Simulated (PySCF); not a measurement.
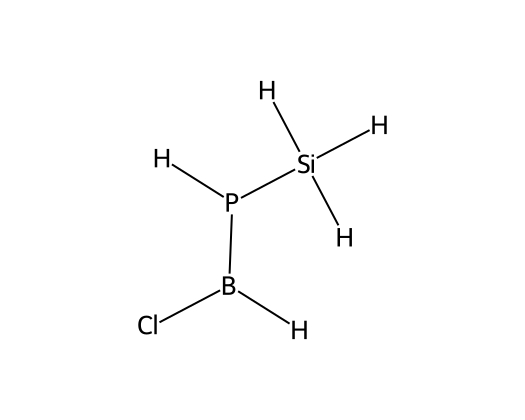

2D structure.

Write the SMILES.

[SiH3]PBCl

Give the formula, hydrogens included.

BClH5PSi.

An optimisation with PBE0-D3(BJ)/def2-SVP gave a structure of which point group?

C1. Other conformers may differ.

The parts below concern this one geometry. Atoms keep their numbers from picture to picture. The geometry was computed by an optimisation with PBE0-D3(BJ)/def2-SVP. No frequency run is at hand to confirm it as a minimum.

## Dipole moment

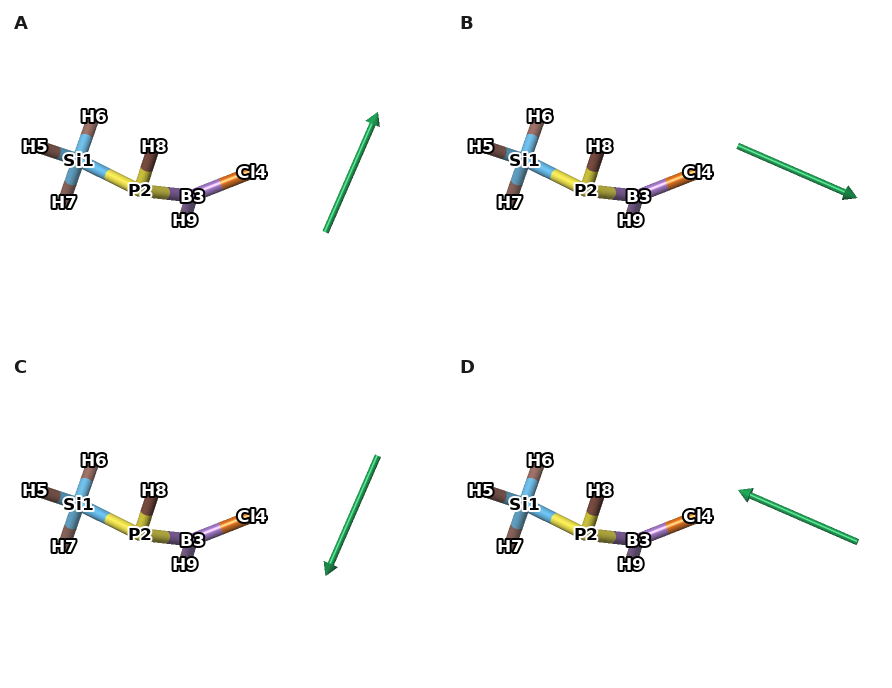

The same molecule four times, each with an arrow. No frequency run is at hand to confirm it as a minimum. Method: PBE0/aug-cc-pVDZ, gas phase (PySCF 2.14.0).

Which arrow points along the dipole moment, from the negative to the positive end?

D. The dipole moment is 1.23 D; it points from the side of Cl4 to the side of H5 (the outermost atoms at the two ends).

## Levels of theory compared

No frequency run is at hand to confirm it as a minimum. Program: PySCF 2.14.0.

Tabulate polarisability (bohr³), lowest singlet excitation (eV) at these levels: PBE0/6-31+G*; PBE0/aug-cc-pVDZ; PBE0/def2-TZVP; PBE0/def2-TZVPD.

| level | polarisability (bohr³) | lowest singlet excitation (eV) |
| --- | --- | --- |
| PBE0/6-31+G* | 78.4 | 4.61 |
| PBE0/aug-cc-pVDZ | 88.1 | 4.55 |
| PBE0/def2-TZVP | 82.3 | 4.54 |
| PBE0/def2-TZVPD | 88.4 | 4.51 |

## NMR shielding

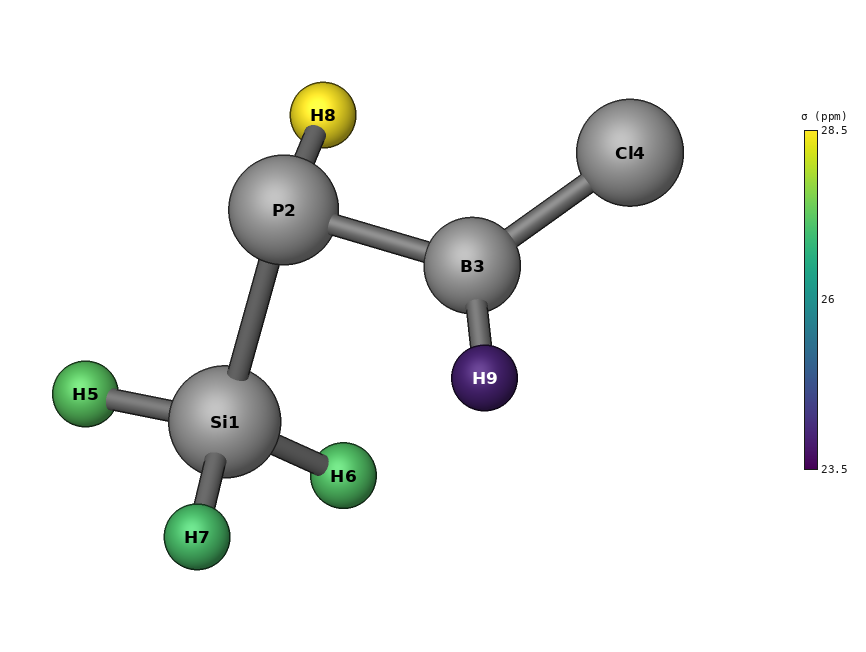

Atoms are coloured by their isotropic NMR shieldings (H only, the others grey). No frequency run is at hand to confirm it as a minimum. Level of theory: GIAO KT3/pcSseg-2 NMR shielding, non-relativistic, gas phase (PySCF 2.14.0).

Which H atom is the most shielded (lowest chemical shift)?

H8 (28.49 ppm).

Which H atom is the least shielded (highest chemical shift)?

H9 (23.97 ppm).

How wide is the range of H shifts?

4.52 ppm.

Give the isotropic NMR shieldings of the H atoms atom by atom.

| atom | σ (ppm) |
| --- | --- |
| H5 | 27.24 |
| H6 | 27.17 |
| H7 | 27.09 |
| H8 | 28.49 |
| H9 | 23.97 |
